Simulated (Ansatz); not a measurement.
# Single-point calculation of C$_{3}$H$_{11}$InO

- system: C$_{3}$H$_{11}$InO, SMILES C[OH+][InH-]([CH3])[CH3]
- method: RKS r2SCAN0/def2-SVPD (Ansatz 0.2.0)

The geometry comes from this level: PBE0-D4/def2-TZVP. Figures and captions count atoms from 1; the log counts them from 0 in places.

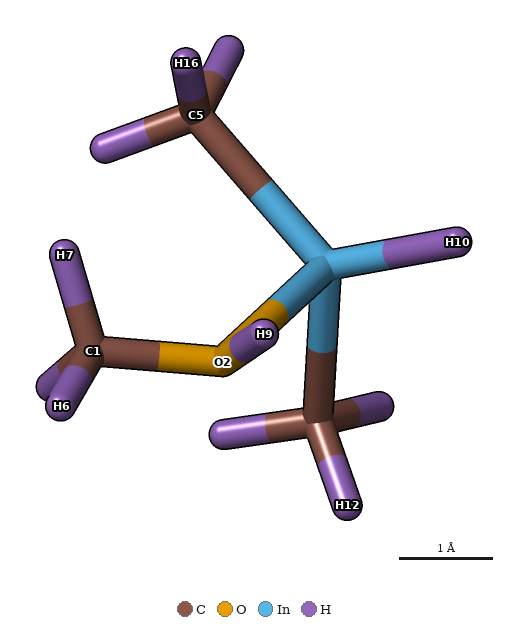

Figure 1. The structure as given in the input (stick view, seen at a tilt; atoms are numbered from 1 in the order of the input). Sticks mark near contacts. Bond lengths as drawn: C–H 1.09 Å, C–In 2.16 to 2.17 Å, C–O 1.42 Å, H–In 1.75 Å, H–O 0.96 Å and In–O 2.43 Å.

## Input file
```yaml
crystal:
  periodic: [false, false, false]
  atoms:
    - {symbol: C, position_ang: [-1.147282, 0.885313, 1.676790]}
    - {symbol: O, position_ang: [0.216258, 0.988692, 1.284644]}
    - {symbol: In, position_ang: [0.972501, 0.017541, -0.814883]}
    - {symbol: C, position_ang: [1.538328, -1.921029, -0.041960]}
    - {symbol: C, position_ang: [-0.921833, 0.246483, -1.852333]}
    - {symbol: H, position_ang: [-1.292246, 1.295340, 2.679191]}
    - {symbol: H, position_ang: [-1.809184, 1.389044, 0.967666]}
    - {symbol: H, position_ang: [-1.389592, -0.176127, 1.692067]}
    - {symbol: H, position_ang: [0.489158, 1.910485, 1.290691]}
    - {symbol: H, position_ang: [2.155681, 1.293529, -0.961514]}
    - {symbol: H, position_ang: [0.660239, -2.525612, 0.193126]}
    - {symbol: H, position_ang: [2.141349, -1.809719, 0.861002]}
    - {symbol: H, position_ang: [2.134178, -2.465850, -0.778187]}
    - {symbol: H, position_ang: [-0.809276, -0.048104, -2.898889]}
    - {symbol: H, position_ang: [-1.697015, -0.386242, -1.414358]}
    - {symbol: H, position_ang: [-1.263965, 1.283654, -1.838855]}
basis:
  gaussian: {orbitals: def2-SVPD}
hamiltonian: {xc: {name: r2SCAN0}}
output: {forces: true}
```

Hardware: 4 threads of Arm Neoverse V1, 23 GiB of memory available, shared host.

Command:
```bash
ansatz run in.yaml --threads 4 --pin off --events-out ev --progress --plain --max-ram 11315MiB
```

## Output
```
Functional definition: r2SCAN0
  name "r2SCAN0"
  cite "Bursch, Neugebauer, Ehlert & Grimme, J. Chem. Phys. 156, 134105 (2022) doi:10.1063/5.0086040"
  cite "Furness, Kaplan, Ning, Perdew & Sun, J. Phys. Chem. Lett. 11, 8208 (2020) doi:10.1021/acs.jpclett.0c02405"
  cite "Furness, Kaplan, Ning, Perdew & Sun, J. Phys. Chem. Lett. 11, 9248 (2020) doi:10.1021/acs.jpclett.0c03077"
  parent r2scan
  parameter a = 0.25
  parameter k0 = 0.174
  parameter k1 = 0.065
  parameter a1 = 4.9479
  exchange = (1 - a)*r2scan_x(k0 = k0, k1 = k1, a1 = a1) + a*exact_x
  correlation = r2scan_c
1811 factors; their error is unknown
mean field evaluation 1: about -10493.0625 eV, gradient 7.0e1 eV
mean field evaluation 2: about -10488.9876 eV, gradient 7.9e1 eV
mean field evaluation 4: about -10504.2310 eV, gradient 3.7e0 eV
mean field evaluation 8: about -10504.2629 eV, gradient 4.1e-2 eV
mean field evaluation 16: about -10504.3061 eV, gradient 3.1e-5 eV
mean field -10504.30610355 eV, -386.0261292309 hartree, gradient 5.9e-6 eV, S^2 0.000000; 0 other end points of the search recorded, 0 dependent functions left out
the calculation of the forces begins
reference -10504.30612017 eV, -386.0261298417 hartree; 29, 29 occupied and 174, 174 virtual orbitals, 1811 factors
Total energy: -10504.30612017 eV, -386.0261298417 hartree
Atom 0 at    -1.147282     0.885313     1.676790 Å, force     0.218711    -0.050505    -0.034752 eV/Å
Atom 1 at     0.216258     0.988692     1.284644 Å, force    -0.178886     0.225759    -0.022717 eV/Å
Atom 2 at     0.972501     0.017541    -0.814883 Å, force     0.029235     0.067417     0.061164 eV/Å
Atom 3 at     1.538328    -1.921029    -0.041960 Å, force    -0.032542     0.139560    -0.071759 eV/Å
Atom 4 at    -0.921833     0.246483    -1.852333 Å, force     0.146953    -0.008515     0.057101 eV/Å
Atom 5 at    -1.292246     1.295340     2.679191 Å, force     0.007045     0.030023     0.053929 eV/Å
Atom 6 at    -1.809184     1.389044     0.967666 Å, force    -0.017981     0.045522    -0.069004 eV/Å
Atom 7 at    -1.389592    -0.176127     1.692067 Å, force    -0.016014    -0.080442    -0.005440 eV/Å
Atom 8 at     0.489158     1.910485     1.290691 Å, force    -0.000380    -0.197896     0.001292 eV/Å
Atom 9 at     2.155681     1.293529    -0.961514 Å, force    -0.020596    -0.027881    -0.002130 eV/Å
Atom 10 at     0.660239    -2.525612     0.193126 Å, force    -0.090088    -0.082066     0.038912 eV/Å
Atom 11 at     2.141349    -1.809719     0.861002 Å, force     0.069884    -0.008698     0.108050 eV/Å
Atom 12 at     2.134178    -2.465850    -0.778187 Å, force     0.062823    -0.075015    -0.060283 eV/Å
Atom 13 at    -0.809276    -0.048104    -2.898889 Å, force    -0.011396    -0.024386    -0.094913 eV/Å
Atom 14 at    -1.697015    -0.386242    -1.414358 Å, force    -0.105014    -0.064051     0.044276 eV/Å
Atom 15 at    -1.263965     1.283654    -1.838855 Å, force    -0.061754     0.111173    -0.003726 eV/Å
Dipole moment:    -0.432213     0.333135     0.484801 e Å
```

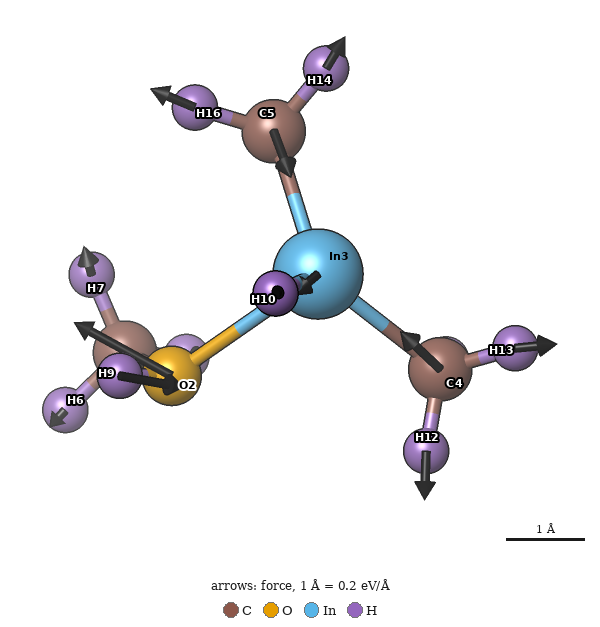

Figure 2. Forces on the atoms as black arrows (ball-and-stick view, seen at a tilt; atoms are numbered from 1 in the order of the input). The largest act on O2 (0.29 eV/Å); C1 (0.23 eV/Å); H9 (0.20 eV/Å); C4, C5 (0.16 eV/Å), among others. The geometry is not a stationary point of this energy.

## Summary

```tsv
quantity	value
outcome	converged
total energy	−10504.3061 eV
SCF solution under orbital rotations	stable
largest force (length of the vector)	0.289 eV/Å
dipole moment	3.51 D
wall time	8 s (CPU time 29 s)
peak memory	0.69 GiB
```
